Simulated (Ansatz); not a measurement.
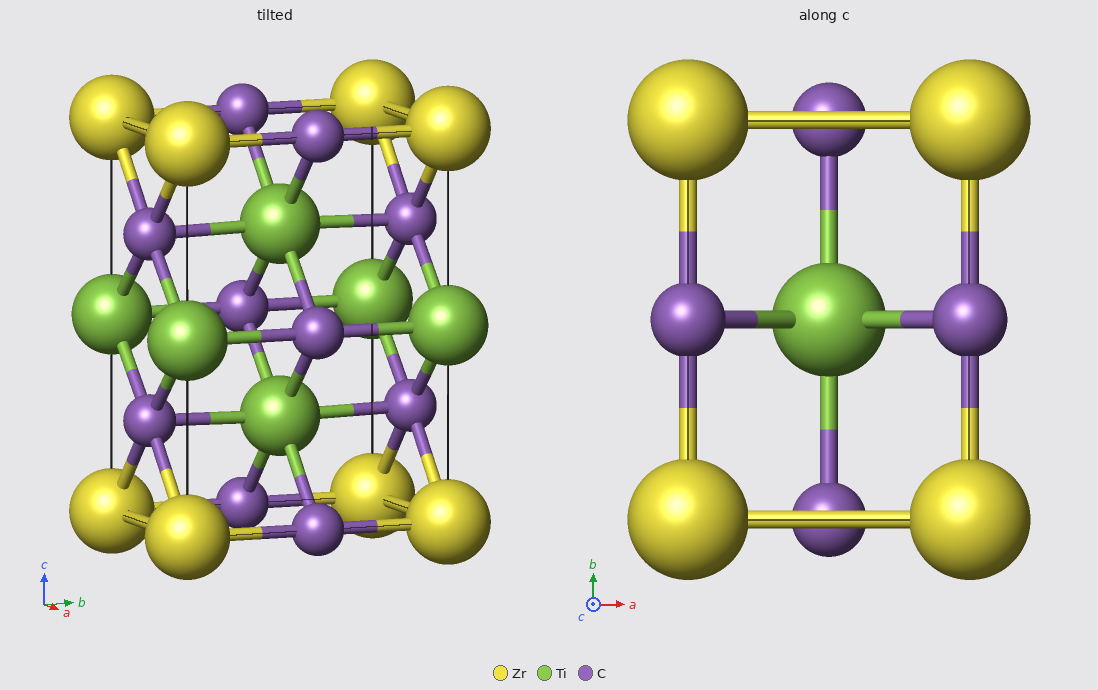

Ball-and-stick representation of a periodic structure, projected slightly off an axis and along the c axis. The frame is the conventional unit cell; atoms at its boundary are shown with their periodic copies.

ZrTi₃C₄, space group Pmmm (No. 47), a = 3.138 Å, b = 4.447 Å, c = 6.275 Å, α = 90.00°, β = 90.00°, γ = 90.00°. The structure was taken from a structure type filled with these elements by a generator (whether the compound takes this form wasn't checked). Earlier steps of the study, as a rule a relaxation of our own, may have changed the cell and positions, so they can lie some per cent off the listed ones. It was run through Ansatz as a DFT input.

This one geometry was computed with Ansatz (DFT, plane waves, PAW) at three levels of theory: PBE, r2SCAN and LDA.

**Which level gives the highest pressure at this volume, and what does that say about its equilibrium volume?**

Highest: PBE (0.0 GPa), which points to the largest equilibrium volume. Lowest, with the smallest volume: LDA (-11.8 GPa). Levels within 0.5 GPa of each other can't be told apart.

**How does the band gap change with the level of theory?**

All levels give a metal.

**Collect the results in a table.**

| level | cutoff (eV) | k-mesh of the run's cell | gap (eV) | pressure (GPa) |
| --- | --- | --- | --- | --- |
| PBE | 420 | 12×8×6 | metal | 0.0 |
| r2SCAN | 500 | 12×8×6 | metal | -0.6 |
| LDA | 420 | 12×8×6 | metal | -11.8 |

Gaps are taken on the k-mesh or band path of each run.
